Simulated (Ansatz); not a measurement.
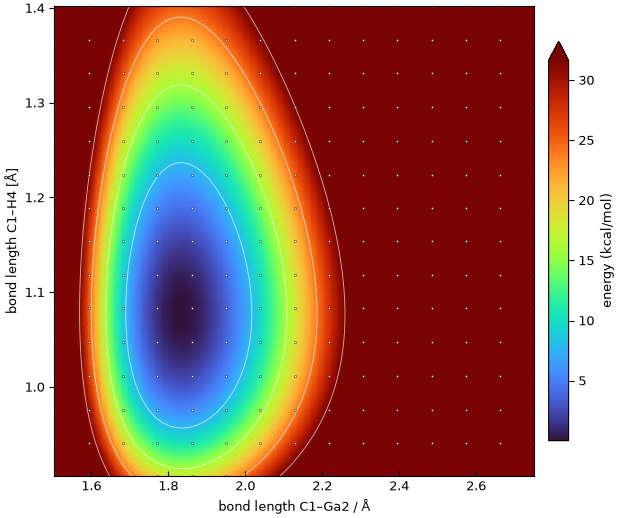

CH₃ClGa, SMILES [CH2-][GaH][Cl], charge −1. The first coordinate is: bond length C1–Ga2; the second: bond length C1–H4. Nothing is relaxed (all other coordinates rigid). The scan uses a 15 × 15 grid. Points are written as (first, second). Energies are in kcal/mol, from the relaxed molecule at the same level. The reference is spin-restricted, which grows unreliable where a bond is stretched far. Theory: Ansatz, RHF/def2-TZVPD.

Drawn: a smooth colour map with a few white contour lines, dots at the grid points, one colour for all values above the top of the scale. Between grid points the surface is interpolated.

### Estimate the position of the minimum and the force constants in these coordinates.

The interpolated minimum is at bond length C1–Ga2 ≈ 1.834 Å, bond length C1–H4 ≈ 1.078 Å. The curvatures there are about 27 eV/Å² and 37 eV/Å², with a cross term of about 0 eV/Å². Round the minimum the two coordinates are nearly uncoupled. (1 eV is 23.1 kcal/mol.)
